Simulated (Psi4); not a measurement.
**CHF3O3S (triflic acid) at B3LYP/6-31G(d) (spherical functions)**

Aim: the energy change on altering one bond length of CHF3O3S (triflic acid) at B3LYP/6-31G* (spherical functions), from 2 runs. 

The results are computed with Psi4 1.11.

### 1 The molecule

The species is CHF3O3S (9 atoms), meant as a singlet with charge 0. As SMILES, `O=S(=O)(O)C(F)(F)F`. The shape is that of a PBE0-D4/def2-TZVP optimisation. This is one conformer, not always the lowest.

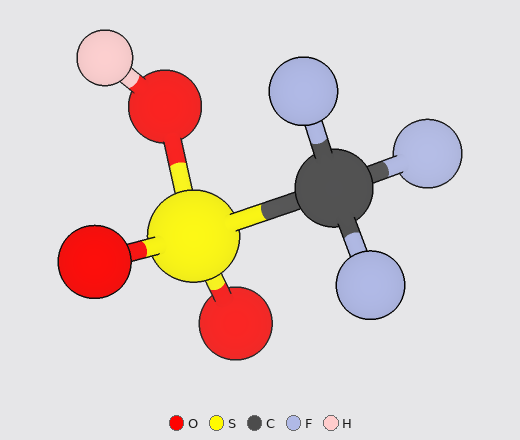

Viewed from a chosen angle; oxygen red, sulfur yellow, carbon dark grey, fluorine light blue, hydrogen pink.

### 2 The energy at B3LYP/6-31G(d) (spherical functions)

calc.in

```
memory 2.2 GB

molecule system {
  0 1
  O      1.462890    -0.581870     0.985740
  S      0.298500    -0.778940     0.194370
  O      0.144480    -1.837650    -0.729970
  O     -0.972740    -0.777950     1.128120
  C      0.003130     0.796730    -0.725230
  F     -0.076560     1.801740     0.138180
  F      1.014380     1.004120    -1.547510
  F     -1.120920     0.723830    -1.412290
  H     -0.753170    -0.350000     1.968590
  symmetry c1
  no_reorient
  no_com
}

set basis 6-31G*
set puream true
set e_convergence 1e-09
set d_convergence 1e-08
set scf_type pk
set dft_radial_points 99
set dft_spherical_points 590

e_tot, wfn = energy("b3lyp", return_wfn=True)
oeprop(wfn, "MULLIKEN_CHARGES", "QUADRUPOLE", "LOWDIN_CHARGES", title="B3LYP")
```

Started as:

```sh
$ psi4 -n 1 calc.in calc.out
```

calc.out, cut to the lines that bear on the results:

```text
[...]
  Running in c1 symmetry.
[...]
  Nuclear repulsion =  572.265529984232899
[...]
  Multiplicity = 1
[...]
  Nalpha       = 37
  Nbeta        = 37
[...]
    Number of basis functions: 118
[...]
   @RKS iter   1:  -961.57159023455176    7.87260e-01   9.13412e-03 DIIS/ADIIS
[...]
   @RKS iter  14:  -961.98402444162184   -3.41061e-13   2.69119e-09 DIIS
[...]
    Orbital Energies [Eh]
    ---------------------
    Doubly Occupied:
       1A    -89.147782     2A    -24.766650     3A    -24.764833
       4A    -24.764329     5A    -19.240515     6A    -19.182921
       7A    -19.180310     8A    -10.475515     9A     -8.185650
      10A     -6.150937    11A     -6.148706    12A     -6.147587
      13A     -1.359698    14A     -1.268277    15A     -1.267647
      16A     -1.205287    17A     -1.093615    18A     -1.066291
      19A     -0.780246    20A     -0.701599    21A     -0.651583
      22A     -0.630967    23A     -0.628897    24A     -0.556528
      25A     -0.521529    26A     -0.500962    27A     -0.497123
      28A     -0.495331    29A     -0.471092    30A     -0.467165
      31A     -0.463626    32A     -0.440899    33A     -0.410526
      34A     -0.386328    35A     -0.366624    36A     -0.348974
[...]
  @RKS Final Energy:  -961.98402444162184
   => Energetics <=
    Nuclear Repulsion Energy =            572.2655299842328986
    One-Electron Energy =               -2466.9839267660518090
    Two-Electron Energy =                1004.5151337183863234
    DFT Exchange-Correlation Energy =     -71.7807613781892258
    Empirical Dispersion Energy =           0.0000000000000000
    VV10 Nonlocal Energy =                  0.0000000000000000
    Total Energy =                       -961.9840244416218411
[...]
 Multipole Moments:
 ------------------------------------------------------------------------------------
     Multipole            Electronic (a.u.)      Nuclear  (a.u.)        Total (a.u.)
 ------------------------------------------------------------------------------------
 L = 1.  Multiply by 2.5417464519 to convert [e a0] to [Debye]
 Dipole X            :        -14.6387607           14.1176715           -0.5210892
 Dipole Y            :          4.2512060           -3.4869415            0.7642645
 Dipole Z            :         26.3941342          -25.6933400            0.7007941
 Magnitude           :                                                    1.1604941
 L = 2.  Multiply by 1.3450342976 to convert [e a0^2] to [Debye ang]
 Quadrupole XX       :       -208.2974609          169.5246127          -38.7728481
 Quadrupole XY       :         20.4256290          -20.3481485            0.0774805
[...]
  Mulliken Charges: (a.u.)
   Center  Symbol    Alpha    Beta     Spin     Total
       1     O     4.23909  4.23909  0.00000 -0.47818
       2     S     7.42118  7.42118  0.00000  1.15763
       3     O     4.22301  4.22301  0.00000 -0.44603
       4     O     4.30984  4.30984  0.00000 -0.61968
       5     C     2.65971  2.65971  0.00000  0.68057
       6     F     4.63217  4.63217  0.00000 -0.26433
       7     F     4.62335  4.62335  0.00000 -0.24669
       8     F     4.62287  4.62287  0.00000 -0.24573
       9     H     0.26879  0.26879  0.00000  0.46243
   Total alpha = 37.00000, Total beta = 37.00000, Total charge = -0.00000
[...]
```

Wall time 22 s (1 thread of Intel Xeon 6975P-C (Granite Rapids), shared host); peak memory 0.7 GiB.

### 3 The distorted shape, same level

input.json

```json
{
 "schema_name": "qcschema_input",
 "schema_version": 1,
 "molecule": {
  "schema_name": "qcschema_molecule",
  "schema_version": 2,
  "symbols": ["O", "S", "O", "O", "C", "F", "F", "F", "H"],
  "geometry": [2.93191575, -1.99286738, 2.38412572, 0.73153755, -2.3652757, 0.88865316, 0.44048193, -4.36594765, -0.85809629, -1.67075789, -2.36340488, 2.65318493, 0.00591484, 1.5056015, -1.37048608, -0.14467743, 3.40479515, 0.26112236, 1.91690039, 1.8975118, -2.92437008, -2.11823181, 1.36784046, -2.66884131, -1.25583072, -1.55469658, 4.24144304],
  "molecular_charge": 0,
  "molecular_multiplicity": 1,
  "fix_symmetry": "c1",
  "fix_com": true,
  "fix_orientation": true
 },
 "driver": "energy",
 "model": {
  "method": "b3lyp",
  "basis": "6-31G*"
 },
 "keywords": {
  "puream": true,
  "e_convergence": 1e-09,
  "d_convergence": 1e-08,
  "scf_type": "pk",
  "dft_radial_points": 99,
  "dft_spherical_points": 590
 }
}
```

Started as:

```sh
$ psi4 --qcschema input.json -n 1 --memory 2200MB
```

stdout, cut to the lines that bear on the results:

```text
[...]
  Running in c1 symmetry.
[...]
  Nuclear repulsion =  532.670547651847414
[...]
  Multiplicity = 1
[...]
  Nalpha       = 37
  Nbeta        = 37
[...]
    Number of basis functions: 118
[...]
   @RKS iter   1:  -961.49646131878626    5.26155e-01   9.26858e-03 DIIS/ADIIS
[...]
   @RKS iter  14:  -961.94142647022647   -2.27374e-13   9.16470e-09 DIIS
[...]
    Orbital Energies [Eh]
    ---------------------
    Doubly Occupied:
       1A    -89.135527     2A    -24.762469     3A    -24.762439
       4A    -24.761745     5A    -19.238130     6A    -19.184394
       7A    -19.182379     8A    -10.473438     9A     -8.174081
      10A     -6.139157    11A     -6.137209    12A     -6.135578
      13A     -1.349001    14A     -1.260404    15A     -1.259303
      16A     -1.197560    17A     -1.089234    18A     -1.063090
      19A     -0.723862    20A     -0.697980    21A     -0.620310
      22A     -0.620120    23A     -0.604747    24A     -0.558386
      25A     -0.516443    26A     -0.512016    27A     -0.493251
      28A     -0.492406    29A     -0.466163    30A     -0.459183
      31A     -0.458575    32A     -0.435399    33A     -0.405685
      34A     -0.384517    35A     -0.364997    36A     -0.346571
[...]
  @RKS Final Energy:  -961.94142647022647
   => Energetics <=
    Nuclear Repulsion Energy =            532.6705476518474143
    One-Electron Energy =               -2388.4069824598573177
    Two-Electron Energy =                 965.4785954111413275
    DFT Exchange-Correlation Energy =     -71.6835870733577423
    Empirical Dispersion Energy =           0.0000000000000000
    VV10 Nonlocal Energy =                  0.0000000000000000
    Total Energy =                       -961.9414264702264745
[...]
 Multipole Moments:
 ------------------------------------------------------------------------------------
     Multipole            Electronic (a.u.)      Nuclear  (a.u.)        Total (a.u.)
 ------------------------------------------------------------------------------------
 L = 1.  Multiply by 2.5417464519 to convert [e a0] to [Debye]
 Dipole X            :        -21.4817583           20.9832978           -0.4984605
 Dipole Y            :         40.8246687          -40.1119314            0.7127373
 Dipole Z            :          5.0407330           -4.3181093            0.7226237
 Magnitude           :                                                    1.1307707
[...]
```

The result, in JSON:

```text
{
 "driver": "energy",
 "model": {
  "method": "b3lyp",
  "basis": "6-31G*"
 },
 "success": true,
 "return_result": -961.9414264702265,
 "properties": {
  "calcinfo_nbasis": 118,
  "calcinfo_nmo": 118,
  "calcinfo_nalpha": 37,
  "calcinfo_nbeta": 37,
  "calcinfo_natom": 9,
  "nuclear_repulsion_energy": 532.6705476518474,
  "return_energy": -961.9414264702265,
  "scf_one_electron_energy": -2388.4069824598573,
  "scf_two_electron_energy": 965.4785954111413,
  "scf_xc_energy": -71.68358707335774,
  "scf_dipole_moment": [-0.4984605014889745, 0.7127372893298229, 0.722623734131778],
  "scf_total_energy": -961.9414264702265,
  "scf_iterations": 14
 }
}
```

Wall time 20 s (1 thread of Intel Xeon 6975P-C (Granite Rapids), shared host); peak memory 0.71 GiB.

### 4 What came out

At B3LYP/6-31G* (spherical functions):

| quantity | value |
| --- | --- |
| first shape: total energy | -961.98402 Eh |
| first shape: dipole moment | 2.95 D |
| first shape: HOMO energy | -9.39 eV |
| first shape: LUMO energy | 0.47 eV |
| first shape: HOMO–LUMO gap | 9.86 eV |
| distorted shape: total energy | -961.94143 Eh |
| distorted shape: dipole moment | 2.87 D |
| distorted shape: HOMO energy | -8.13 eV |
| distorted shape: LUMO energy | -2.60 eV |
| distorted shape: HOMO–LUMO gap | 5.53 eV |
| energy change with the S2–C5 bond stretched from 1.848 to 2.403 Å | 1.159 eV |

With the S2–C5 bond stretched from 1.848 to 2.403 Å the energy rises by 1.16 eV (27 kcal/mol). The first shape isn't relaxed at this level, so the change isn't measured from a minimum. With no_com the log's rotational constants are taken about the origin, not the centre of mass, so they aren't the molecule's. Mulliken charges (first shape) run from -0.62 on O4 to +1.16 on S2.
